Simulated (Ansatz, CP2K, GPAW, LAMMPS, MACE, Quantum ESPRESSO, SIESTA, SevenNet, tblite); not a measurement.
# From one method to another: forces in amorphous 29Ga2O3-71GeO2 (mol %) (86 atoms)

86 atoms (14 Fe, 17 Ge, 55 O) placed at random at 3.74 g/cm³, melted at 5000 K for 10 ps at fixed volume with the Morse and Coulomb pair potential with partial charges (Pedone, Malavasi, Menziani, Cormack and Segre, J. Phys. Chem. B 110, 11780 (2006)). Quenched from 5000 K to 300 K at 100 K/ps and fixed volume, held 5 ps, then minimised at fixed cell. Then Fe was replaced by Ga and the cell scaled by 1.006 (the potential has no terms for the new elements, so the cell is a start for a DFT relaxation).

Two calculations on one geometry. First: Kohn-Sham DFT, PBE, GTH-PBE pseudopotentials, Gaussian and plane waves, DZVP-MOLOPT-SR-GTH, diagonalisation; 600/50 Ry; levels smeared at 580 K (CP2K 2026.2; Γ point). Second: Kohn-Sham DFT, PBE, SSSP efficiency 1.3.0 pseudopotentials, plane waves; sssp-1.3.0-efficiency; 60/480 Ry; levels smeared at 580 K (Quantum ESPRESSO 7.5; sssp-pbe-1.3.0-efficiency, cutoffs 60/480 Ry, Γ point).

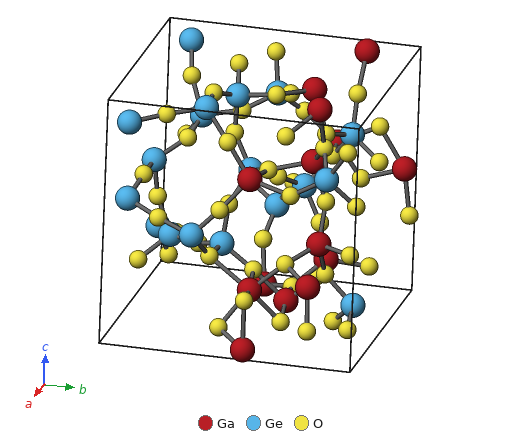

The structure (gallium red, germanium blue, oxygen yellow). Some periodic images of atoms are drawn too.

Cell vectors (Å):

```
10.944 0.000 0.000
0.000 10.944 0.000
0.000 0.000 10.944
```

Atom, position (Å) and force of the first calculation (eV/Å):

```
1 Ga 9.223 5.884 7.490 -0.216 -1.303 -0.062
2 Ga 0.419 10.528 5.546 0.761 -0.073 0.626
3 Ga 10.883 6.227 0.433 0.659 -0.235 -0.182
4 Ga 4.352 7.411 10.070 0.198 -0.553 -0.285
5 Ga 6.214 6.941 1.160 0.603 0.369 -0.346
6 Ga 8.750 5.935 2.359 -0.344 0.500 -0.179
7 Ga 10.066 8.764 3.271 -0.093 -0.336 -0.168
8 Ga 6.784 8.053 7.733 -0.038 0.170 -1.498
9 Ga 3.036 7.879 2.047 -0.712 -0.296 0.708
10 Ga 2.893 5.202 0.565 -0.051 -0.016 -0.662
11 Ga 1.060 8.861 10.856 -0.079 -0.979 0.586
12 Ga 7.212 8.512 4.212 -0.003 0.694 0.625
13 Ga 8.963 8.750 10.883 -0.807 -0.478 1.510
14 Ga 0.529 7.586 6.436 -0.497 0.778 0.958
15 Ge 10.928 0.962 10.049 0.296 1.081 -1.048
16 Ge 5.731 4.413 9.925 -0.099 1.192 0.277
17 Ge 1.652 5.203 8.742 0.962 0.657 0.112
18 Ge 8.972 3.827 10.387 -0.467 0.569 -1.391
19 Ge 3.209 6.862 5.291 0.937 -0.731 -1.172
20 Ge 3.337 8.888 7.876 0.541 0.649 0.313
21 Ge 2.037 2.035 7.498 -0.770 -0.777 0.126
22 Ge 1.524 0.172 2.130 0.446 -0.492 1.073
23 Ge 9.474 3.488 4.782 -0.539 0.810 1.509
24 Ge 6.189 9.855 1.279 0.448 -0.520 -0.002
25 Ge 0.990 5.178 3.476 0.062 0.248 -0.729
26 Ge 6.537 4.145 3.503 -0.451 0.082 0.707
27 Ge 4.500 1.415 2.890 0.522 -1.027 0.920
28 Ge 5.859 5.124 6.700 -0.122 0.510 -0.117
29 Ge 4.746 0.651 6.237 -0.061 -0.133 -0.617
30 Ge 8.156 0.352 5.620 -0.685 -0.660 -0.497
31 Ge 9.729 9.336 8.052 -0.133 0.187 -0.830
32 O 3.724 1.836 7.033 0.956 1.328 0.547
33 O 6.603 8.611 5.929 -0.245 -0.007 0.559
34 O 4.190 6.706 1.081 -0.269 0.276 -0.059
35 O 6.254 8.610 2.551 -0.362 -1.440 1.441
36 O 3.076 6.081 9.303 1.323 0.407 0.516
37 O 5.385 0.261 1.929 -0.211 1.285 -0.176
38 O 8.381 10.150 4.292 -0.182 -0.647 -1.154
39 O 0.502 9.412 7.345 0.687 -0.328 -0.675
40 O 3.511 7.663 3.828 0.736 1.065 -1.212
41 O 9.562 7.755 7.091 0.357 -2.119 -0.669
42 O 9.835 2.307 10.211 -0.423 -0.377 0.177
43 O 4.886 8.116 8.327 1.097 -0.708 0.592
44 O 2.227 4.920 2.334 1.548 -0.724 -0.973
45 O 6.307 4.332 5.220 0.023 -0.958 0.556
46 O 7.227 3.707 10.459 -0.351 -1.530 0.915
47 O 9.191 10.540 6.806 0.916 0.824 0.230
48 O 1.881 3.730 7.876 0.468 -0.510 -0.986
49 O 2.596 8.880 9.462 -0.130 0.031 0.879
50 O 2.837 1.276 2.407 0.139 1.818 -0.257
51 O 10.799 6.198 2.603 -1.830 0.952 -1.140
52 O 3.946 10.242 7.012 -0.108 0.124 -0.302
53 O 6.574 5.564 2.503 0.601 0.674 -0.593
54 O 1.265 1.336 8.930 0.463 -0.400 0.902
55 O 4.464 0.793 4.530 -0.600 -0.338 -0.228
56 O 2.638 7.896 6.590 -1.799 0.031 -0.226
57 O 9.469 4.814 0.798 0.950 0.724 1.535
58 O 5.482 2.875 3.007 -0.498 -0.093 -0.783
59 O 5.580 4.296 8.193 -0.693 -1.502 -1.108
60 O 1.109 4.920 10.388 -0.721 -0.491 2.034
61 O 6.523 0.636 6.194 -0.347 0.528 1.147
62 O 8.635 7.415 3.660 0.874 0.278 -0.133
63 O 10.244 10.336 9.548 -0.341 -0.559 1.015
64 O 5.349 8.819 0.165 -0.853 -1.268 -1.066
65 O 9.408 4.663 6.029 -0.204 0.888 1.079
66 O 8.160 8.822 8.893 -0.584 0.126 0.504
67 O 9.270 4.875 9.061 0.515 0.914 -1.445
68 O 0.665 6.153 7.710 -1.551 0.937 -1.406
69 O 0.046 3.849 4.017 0.669 -1.884 -0.224
70 O 1.714 6.028 4.842 -1.032 -0.217 1.742
71 O 7.780 10.022 0.734 1.775 0.888 -0.846
72 O 0.212 8.602 4.825 0.213 0.817 0.044
73 O 4.315 4.076 10.834 -1.236 -1.200 0.961
74 O 0.542 10.842 3.529 -1.087 -0.110 1.064
75 O 10.441 8.891 1.424 -0.380 0.257 -0.133
76 O 5.958 6.143 10.227 -0.059 2.311 0.416
77 O 8.172 7.202 0.887 -0.668 -0.669 0.266
78 O 10.528 7.685 10.085 0.088 0.669 0.651
79 O 7.141 6.187 7.255 1.399 1.302 0.504
80 O 1.702 7.175 0.749 0.056 0.279 0.228
81 O 8.916 1.885 5.197 0.415 0.007 -0.101
82 O 1.167 1.182 6.251 -0.837 -0.520 -1.545
83 O 0.722 0.486 0.610 0.048 -0.223 -0.019
84 O 4.475 5.986 6.044 -0.362 -0.052 0.224
85 O 8.318 4.039 3.524 0.416 0.291 -1.629
86 O 2.294 9.589 1.679 0.423 -1.132 -1.267
```

Q: Give the forces of the second method.

Atom and force (eV/Å):

```
1 -0.217 -1.351 -0.009
2 0.625 0.016 0.514
3 0.610 -0.308 -0.250
4 0.194 -0.462 -0.301
5 0.619 0.432 -0.424
6 -0.276 0.646 -0.167
7 -0.076 -0.266 -0.213
8 -0.112 0.041 -1.539
9 -0.662 -0.204 0.515
10 0.073 0.009 -0.703
11 0.027 -1.169 0.697
12 0.178 0.703 0.470
13 -0.655 -0.515 1.450
14 -0.365 0.709 0.864
15 0.281 0.954 -0.985
16 -0.077 1.167 0.228
17 0.971 0.634 0.176
18 -0.436 0.492 -1.318
19 0.769 -0.741 -1.051
20 0.502 0.541 0.319
21 -0.736 -0.745 0.138
22 0.426 -0.566 0.929
23 -0.571 0.754 1.379
24 0.351 -0.581 0.040
25 0.038 0.316 -0.639
26 -0.364 0.050 0.719
27 0.569 -0.975 0.919
28 -0.148 0.494 -0.157
29 -0.025 -0.135 -0.580
30 -0.666 -0.592 -0.496
31 -0.091 0.159 -0.837
32 0.899 1.254 0.555
33 -0.264 -0.024 0.462
34 -0.253 0.375 -0.063
35 -0.334 -1.352 1.400
36 1.235 0.412 0.420
37 -0.345 1.271 -0.119
38 -0.175 -0.579 -1.068
39 0.576 -0.251 -0.716
40 0.644 1.078 -1.354
41 0.362 -2.117 -0.573
42 -0.414 -0.308 0.243
43 1.135 -0.575 0.625
44 1.520 -0.787 -1.073
45 0.064 -0.796 0.539
46 -0.284 -1.483 0.744
47 0.866 0.733 0.213
48 0.374 -0.521 -0.966
49 -0.129 0.082 0.849
50 0.157 1.638 -0.294
51 -1.846 0.778 -1.141
52 -0.016 0.136 -0.378
53 0.620 0.718 -0.590
54 0.370 -0.410 0.859
55 -0.507 -0.359 -0.221
56 -1.635 0.012 -0.202
57 0.973 0.826 1.409
58 -0.464 -0.167 -0.741
59 -0.690 -1.421 -0.995
60 -0.636 -0.493 1.938
61 -0.392 0.519 0.978
62 0.758 0.268 -0.091
63 -0.381 -0.468 0.911
64 -0.788 -1.261 -1.029
65 -0.115 0.897 1.144
66 -0.604 0.064 0.357
67 0.553 0.977 -1.420
68 -1.544 0.994 -1.387
69 0.546 -1.808 -0.155
70 -0.894 -0.146 1.547
71 1.885 0.852 -0.958
72 0.228 0.862 0.071
73 -1.316 -1.021 1.015
74 -0.999 -0.092 1.135
75 -0.420 0.217 -0.031
76 -0.024 2.168 0.491
77 -0.691 -0.680 0.313
78 0.028 0.607 0.780
79 1.300 1.251 0.566
80 0.083 0.366 0.292
81 0.374 -0.028 -0.127
82 -0.732 -0.558 -1.469
83 -0.019 -0.085 0.001
84 -0.213 -0.146 0.254
85 0.416 0.186 -1.418
86 0.404 -1.114 -1.219
```

The two sets differ by 78.2 meV/Å r.m.s., 10 % of the r.m.s. force of the Quantum ESPRESSO run. The network of bonds at the start is that of the classical potential that made the cell, and needn't be the one that DFT or experiment would give. The electronic-structure runs sample only Γ, in a cell whose shortest periodic width is 11 Å.

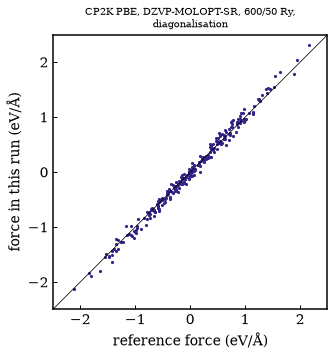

Force components against those of the reference; the line marks equality.

[Logs are printed without paths, hosts, clocks, repeated set-up lines and the standing remarks that a program may print on its own settings, such as how far it seeks lower states.]

[Hosts, paths, dates, database ids (printed as entryN), source tags and the programs' standing remarks are cut or masked in the printed files.]
